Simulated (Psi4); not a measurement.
# Single-point calculation, with input and output: CH$_{6}$Ge

CH$_{6}$Ge, SMILES [CH3][GeH3], computed with CCSD/def2-SVPD, RHF (Psi4 1.11).

The geometry comes from this level: PBE0-D4/def2-TZVP.

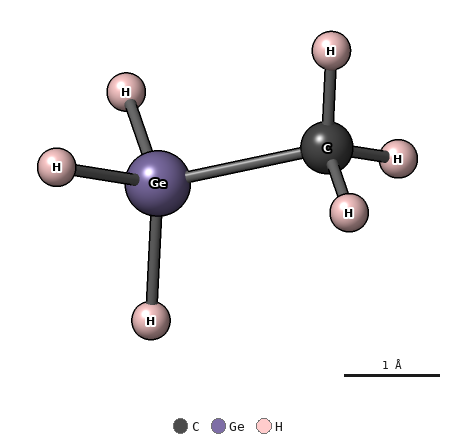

Figure 1. The structure as given in the input (ball-and-stick view, seen at a tilt). Sticks mark near contacts.

### Input (run.py)
```python
import numpy as np
from ase.calculators.psi4 import Psi4
from ase.io import read

mol = read('ch6ge.xyz')
calc = Psi4(atoms=mol, method='ccsd', basis='def2-SVPD', memory='1600MB', num_threads=1, charge=0, multiplicity=1, label='ch6ge')
calc.psi4.set_options({'puream': True, 'e_convergence': 1e-09, 'd_convergence': 1e-08, 'scf_type': 'pk', 'num_frozen_docc': 10})
mol.calc = calc

print(f'energy: {mol.get_potential_energy():.6f} eV')
```

### File ch6ge.xyz
```
8
CH6Ge
C     -0.310900     0.190300    -0.971400
Ge     0.296900    -0.181900     0.846700
H     -1.380100     0.404200    -0.976500
H      0.218800     1.052200    -1.378400
H     -0.124600    -0.669400    -1.616000
H      0.030700     1.028200     1.760100
H      1.807100    -0.479600     0.857700
H     -0.445700    -1.401200     1.422100
```

Hardware: 1 thread of Intel Xeon (Sapphire Rapids), 64 GiB of memory available, shared host.

Run as:
```bash
python run.py
```

### Log
```
=> Loading Basis Set <=

    Name: DEF2-SVPD
    Role: ORBITAL
    Keyword: BASIS

         ---------------------------------------------------------
                                   SCF
                              RHF Reference
                        1 Threads,   1525 MiB Core
         ---------------------------------------------------------

  ==> Geometry <==

    Molecular point group: c1
    Full point group: C1

    Geometry (in Angstrom), charge = 0, multiplicity = 1:

       Center              X                  Y                   Z               Mass
    ------------   -----------------  -----------------  -----------------  -----------------
         C           -0.510136725844     0.312394205967    -1.525959522651    12.000000000000
         GE           0.097663274156    -0.059805794033     0.292140477349    73.921177761000
         H           -1.579336725844     0.526294205967    -1.531059522651     1.007825032230
         H            0.019563274156     1.174294205967    -1.932959522651     1.007825032230
         H           -0.323836725844    -0.547305794033    -2.170559522651     1.007825032230
         H           -0.168536725844     1.150294205967     1.205540477349     1.007825032230
         H            1.607863274156    -0.357505794033     0.303140477349     1.007825032230
         H           -0.644936725844    -1.279105794033     0.867540477349     1.007825032230

  Running in c1 symmetry.

  Rotational constants: A =      1.78301  B =      0.28701  C =      0.28701 [cm^-1]
  Rotational constants: A =  53453.15475  B =   8604.42618  C =   8604.37848 [MHz]
  Nuclear repulsion =  119.994906959666309

  Charge       = 0
  Multiplicity = 1
  Electrons    = 44
  Nalpha       = 22
  Nbeta        = 22

  ==> Algorithm <==

  SCF Algorithm Type is PK.
  DIIS enabled.
  MOM disabled.
  Fractional occupation disabled.
  Guess Type is SAD.
  Energy threshold   = 1.00e-09
  Density threshold  = 1.00e-08
  Integral threshold = 1.00e-12

  ==> Primary Basis <==

  Basis Set: DEF2-SVPD
    Blend: DEF2-SVPD
    Number of shells: 46
    Number of basis functions: 106
    Number of Cartesian functions: 112
    Spherical Harmonics?: true
    Max angular momentum: 2

  ==> Integral Setup <==

  Using in-core PK algorithm.
   Calculation information:
      Number of atoms:                   8
      Number of AO shells:              46
      Number of primitives:             82
      Number of atomic orbitals:       112
      Number of basis functions:       106

      Integral cutoff                 1.00e-12
      Number of threads:                 1

  Performing in-core PK
  Using 32165912 doubles for integral storage.
  We computed 580587 shell quartets total.
  Whereas there are 584821 unique shell quartets.

  ==> DiskJK: Disk-Based J/K Matrices <==

    J tasked:                  Yes
    K tasked:                  Yes
    wK tasked:                  No
    Memory [MiB]:             1144
    Schwarz Cutoff:          1E-12

  Minimum eigenvalue in the overlap matrix is 4.1031562998E-04.
  Reciprocal condition number of the overlap matrix is 4.9585819244E-05.
    Using symmetric orthogonalization.

  ==> Pre-Iterations <==

  SCF Guess: Superposition of Atomic Densities via on-the-fly atomic UHF (no occupation information).

   -------------------------
    Irrep   Nso     Nmo
   -------------------------
     A        106     106
   -------------------------
    Total     106     106
   -------------------------

  ==> Iterations <==

                        Total Energy        Delta E     RMS |[F,P]|

   @RHF iter SAD: -2112.18774815213010   -2.11219e+03   0.00000e+00
   @RHF iter   1: -2115.26298944390055   -3.07524e+00   2.03899e-02 ADIIS/DIIS
   @RHF iter   2: -2115.87764325624812   -6.14654e-01   1.72219e-02 ADIIS/DIIS
   @RHF iter   3: -2116.42584267615484   -5.48199e-01   9.16201e-04 ADIIS/DIIS
   @RHF iter   4: -2116.43015854891792   -4.31587e-03   1.86268e-04 ADIIS/DIIS
   @RHF iter   5: -2116.43049501330461   -3.36464e-04   4.92582e-05 DIIS
   @RHF iter   6: -2116.43052747910087   -3.24658e-05   1.48414e-05 DIIS
   @RHF iter   7: -2116.43053045939541   -2.98029e-06   3.29607e-06 DIIS
   @RHF iter   8: -2116.43053064305832   -1.83663e-07   6.59873e-07 DIIS
   @RHF iter   9: -2116.43053065031381   -7.25549e-09   1.06441e-07 DIIS
   @RHF iter  10: -2116.43053065051890   -2.05091e-10   1.40412e-08 DIIS
   @RHF iter  11: -2116.43053065052618   -7.27596e-12   1.94548e-09 DIIS
  Energy and wave function converged.

  ==> Post-Iterations <==

    Orbital Energies [Eh]
    ---------------------

    Doubly Occupied:

       1A   -405.189788     2A    -52.115566     3A    -46.216965
       4A    -46.216965     5A    -46.216730     6A    -11.224598
       7A     -7.171181     8A     -5.149375     9A     -5.149375
      10A     -5.148910    11A     -1.623587    12A     -1.623586
      13A     -1.622907    14A     -1.619465    15A     -1.619464
      16A     -0.936913    17A     -0.703987    18A     -0.565250
      19A     -0.565214    20A     -0.456248    21A     -0.456235
      22A     -0.439643

    Virtual:

      23A      0.081180    24A      0.103151    25A      0.145307
      26A      0.145311    27A      0.166925    28A      0.185949
      29A      0.185955    30A      0.202570    31A      0.202574
      32A      0.240510    33A      0.240512    34A      0.261125
      35A      0.282776    36A      0.282779    37A      0.282989
      38A      0.314798    39A      0.363494    40A      0.363508
      41A      0.374879    42A      0.390049    43A      0.405617
      44A      0.419615    45A      0.419616    46A      0.427651
      47A      0.427652    48A      0.468937    49A      0.492106
      50A      0.494262    51A      0.494278    52A      0.516242
      53A      0.516255    54A      0.540638    55A      0.577307
      56A      0.588029    57A      0.590416    58A      0.590426
      59A      0.608326    60A      0.608336    61A      0.778645
      62A      0.778655    63A      0.826496    64A      0.886188
      65A      0.886197    66A      0.908438    67A      0.958264
      68A      0.958284    69A      1.092157    70A      1.092184
      71A      1.137626    72A      1.229987    73A      1.245012
      74A      1.245015    75A      1.307277    76A      1.360636
      77A      1.379116    78A      1.379152    79A      1.833179
      80A      1.833188    81A      1.860628    82A      1.938684
      83A      1.950136    84A      1.950143    85A      2.046699
      86A      2.125078    87A      2.125098    88A      2.191860
      89A      2.202017    90A      2.202103    91A      2.298040
      92A      2.326724    93A      2.326775    94A      2.384621
      95A      2.384646    96A      2.590364    97A      2.840879
      98A      2.840948    99A      3.037650   100A      3.037659
     101A      3.042284   102A      3.194001   103A      3.194057
     104A      3.204640   105A      3.429481   106A      3.429644

    Final Occupation by Irrep:
              A
    DOCC [    22 ]
    NA   [    22 ]
    NB   [    22 ]

  @RHF Final Energy: -2116.43053065052618

   => Energetics <=

    Nuclear Repulsion Energy =            119.9949069596663094
    One-Electron Energy =               -3188.7869681943811884
    Two-Electron Energy =                 952.3615305841884719
    Total Energy =                      -2116.4305306505261797

Computation Completed

Properties will be evaluated at   0.000000,   0.000000,   0.000000 [a0]

Properties computed using the SCF density matrix

 Multipole Moments:

 ------------------------------------------------------------------------------------
     Multipole            Electronic (a.u.)      Nuclear  (a.u.)        Total (a.u.)
 ------------------------------------------------------------------------------------

 L = 1.  Multiply by 2.5417464519 to convert [e a0] to [Debye]
 Dipole X            :          1.8518982           -1.9366215           -0.0847233
 Dipole Y            :         -1.1341161            1.1858883            0.0517722
 Dipole Z            :          5.5398595           -5.7931803           -0.2533208
 Magnitude           :                                                    0.2720842

 ------------------------------------------------------------------------------------

	total time  =          3 seconds =       0.05 minutes
 MINTS: Wrapper to libmints.

   Calculation information:
      Number of threads:                 1
      Number of atoms:                   8
      Number of AO shells:              46
      Number of SO shells:              46
      Number of primitives:             82
      Number of atomic orbitals:       112
      Number of basis functions:       106

      Number of irreps:                  1
      Integral cutoff                 1.00e-12
      Number of functions per irrep: [ 106 ]

 OEINTS: Overlap, kinetic, potential, dipole, and quadrupole integrals
         stored in file 35.

      Computing two-electron integrals...done
      Computed 15700933 non-zero two-electron integrals.
        Stored in file 33.

	Wfn Parameters:
	--------------------
	Wavefunction         = CCSD
	Number of irreps     = 1
	Number of MOs        = 106
	Number of active MOs = 96
	AO-Basis             = NONE
	Semicanonical        = false
	Reference            = RHF
	Print Level          = 1

	IRREP	# MOs	# FZDC	# DOCC	# SOCC	# VIRT	# FZVR
	-----	-----	------	------	------	------	------
	 A	   106	    10	    12	    0	    84	    0
	Transforming integrals...
	IWL integrals will be deleted.
	(OO|OO)...
	Presorting SO-basis two-electron integrals.
	Sorting File: SO Ints (nn|nn) nbuckets = 1
	Constructing frozen core operators
	Starting first half-transformation.
	Sorting half-transformed integrals.
	First half integral transformation complete.
	Starting second half-transformation.
	Two-electron integral transformation complete.
	(OO|OV)...
	Starting second half-transformation.
	Two-electron integral transformation complete.
	(OO|VV)...
	Starting second half-transformation.
	Two-electron integral transformation complete.
	(OV|OO)...
	Starting first half-transformation.
	Sorting half-transformed integrals.
	First half integral transformation complete.
	Starting second half-transformation.
	Two-electron integral transformation complete.
	(OV|OV)...
	Starting second half-transformation.
	Two-electron integral transformation complete.
	(OV|VV)...
	Starting second half-transformation.
	Two-electron integral transformation complete.
	(VV|OO)...
	Starting first half-transformation.
	Sorting half-transformed integrals.
	First half integral transformation complete.
	Starting second half-transformation.
	Two-electron integral transformation complete.
	(VV|OV)...
	Starting second half-transformation.
	Two-electron integral transformation complete.
	(VV|VV)...
	Starting second half-transformation.
	Two-electron integral transformation complete.
	Frozen core energy     =  -2083.19027655011450

	Size of irrep 0 of <ab|cd> integrals:     49.787 (MW) /    398.297 (MB)
	Total:                                    49.787 (MW) /    398.297 (MB)

	Size of irrep 0 of <ia|bc> integrals:      7.112 (MW) /     56.900 (MB)
	Total:                                     7.112 (MW) /     56.900 (MB)

	Size of irrep 0 of tijab amplitudes:       1.016 (MW) /      8.129 (MB)
	Total:                                     1.016 (MW) /      8.129 (MB)

	Nuclear Rep. energy          =    119.99490695966631
	SCF energy                   =  -2116.43053065052618
	One-electron energy          =   -282.00532356798999
	Two-electron energy          =    128.77016250791920
	Reference energy             =  -2116.43053065051890

	total time  =          7 seconds =       0.12 minutes
            **************************
            *                        *
            *        CCENERGY        *
            *                        *
            **************************

    Nuclear Rep. energy (wfn)     =  119.994906959666309
    SCF energy          (wfn)     = -2116.430530650526180
    Reference energy    (file100) = -2116.430530650518904

    Input parameters:
    -----------------
    Wave function   =     CCSD
    Reference wfn   =     RHF
    Brueckner       =     No
    Memory (Mbytes) =     1600.0
    Maxiter         =     50
    R_Convergence   =     1.0e-07
    E_Convergence   =     1.0e-09
    Restart         =     Yes
    DIIS            =     Yes
    AO Basis        =     NONE
    ABCD            =     NEW
    Cache Level     =     2
    Cache Type      =     LOW
    Print Level     =     1
    Num. of threads =     1
    # Amps to Print =     10
    Print MP2 Amps? =     No
    Analyze T2 Amps =     No
    Print Pair Ener =     No
    Local CC        =     No
    SCS-MP2         =     False
    SCSN-MP2        =     False
    SCS-CCSD        =     False

MP2 correlation energy -0.4044762554253873
                Solving CC Amplitude Equations
                ------------------------------
  Iter             Energy              RMS        T1Diag      D1Diag    New D1Diag    D2Diag
  ----     ---------------------    ---------   ----------  ----------  ----------   --------
     0        -0.404476255425387    0.000e+00    0.000000    0.000000    0.000000    0.125451
     1        -0.417838022797492    6.600e-02    0.007402    0.017126    0.017126    0.136787
     2        -0.432996107385601    2.097e-02    0.007921    0.019012    0.019012    0.143113
     3        -0.433823980051059    7.498e-03    0.008943    0.021590    0.021590    0.145430
     4        -0.433862540365959    1.913e-03    0.009160    0.022211    0.022211    0.145787
     5        -0.433894458631552    5.341e-04    0.009224    0.022434    0.022434    0.145822
     6        -0.433887871140039    1.608e-04    0.009241    0.022502    0.022502    0.145813
     7        -0.433888112087718    4.269e-05    0.009245    0.022522    0.022522    0.145812
     8        -0.433888468052405    1.259e-05    0.009245    0.022527    0.022527    0.145812
     9        -0.433888358532000    3.812e-06    0.009245    0.022528    0.022528    0.145812
    10        -0.433888270494567    1.196e-06    0.009245    0.022529    0.022529    0.145812
    11        -0.433888294488272    3.697e-07    0.009245    0.022529    0.022529    0.145812
    12        -0.433888289005171    1.015e-07    0.009245    0.022529    0.022529    0.145812
    13        -0.433888295987664    3.312e-08    0.009245    0.022529    0.022529    0.145812
    14        -0.433888296508023    1.013e-08    0.009245    0.022529    0.022529    0.145812
    15        -0.433888296733162    3.179e-09    0.009245    0.022529    0.022529    0.145812

    Iterations converged.

    Largest TIA Amplitudes:
             11   4         0.0111677943
             10   2         0.0097686166
              9   3         0.0097679971
             11  49        -0.0085053877
              6  11         0.0073841527
             11   1        -0.0072441510
             11  15        -0.0069877537
              9   9         0.0065956064
             10  10        -0.0065947336
              7   5        -0.0057403249

    Largest TIjAb Amplitudes:
     11  11  14  14        -0.0189809366
      9   9   9   9        -0.0172170999
     10  10  10  10        -0.0172166261
     11  11  15  15        -0.0161425298
      7   7  47  47        -0.0151838064
      8   8  46  46        -0.0151834619
     10  10  11  11        -0.0145251238
      9   9  11  11        -0.0145244434
     10  10  16  16        -0.0131936823
      9   9  17  17        -0.0131934707

    SCF energy       (wfn)                    = -2116.430530650526180
    Reference energy (file100)                = -2116.430530650518904

    Opposite-spin MP2 correlation energy      =   -0.303959693456856
    Same-spin MP2 correlation energy          =   -0.100516561968532
    Singles MP2 correlation energy            =   -0.000000000000000
    MP2 correlation energy                    =   -0.404476255425387
      * MP2 total energy                      = -2116.835006905944283

    Opposite-spin CCSD correlation energy     =   -0.340168338920652
    Same-spin CCSD correlation energy         =   -0.093719957812511
    Singles CCSD correlation energy           =    0.000000000000000
    CCSD correlation energy                   =   -0.433888296733162
      * CCSD total energy                     = -2116.864418947252034
```

### Standard output
```
energy: -57602.814865 eV
```

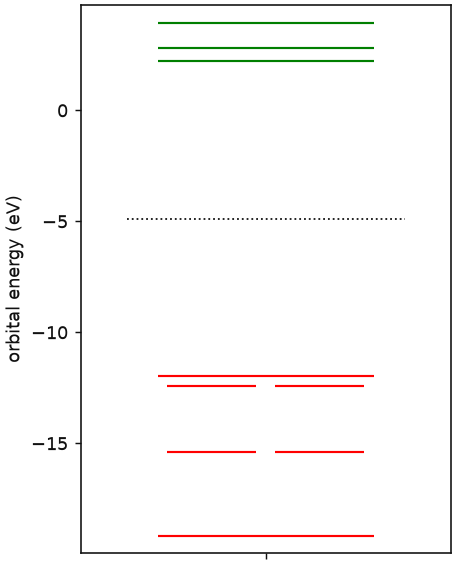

Figure 2. Orbital energies near the frontier (SCF reference); the dotted line parts filled from empty levels, and levels within 0.02 eV of each other stand side by side. Highest filled −11.96 eV, lowest empty 2.21 eV, 14.17 eV apart.

### Results in brief

```tsv
quantity	value
outcome	converged
total energy	−2116.864419 hartree
SCF energy	−2116.430531 hartree
MP2 energy	−2116.835007 hartree
CCSD energy	−2116.864419 hartree
correlation energy	−0.433888 hartree
basis functions	106
T1 diagnostic	0.009
HOMO of the SCF reference	−11.96 eV
LUMO of the SCF reference	2.21 eV
wall time	33 s
peak memory	0.98 GiB
```
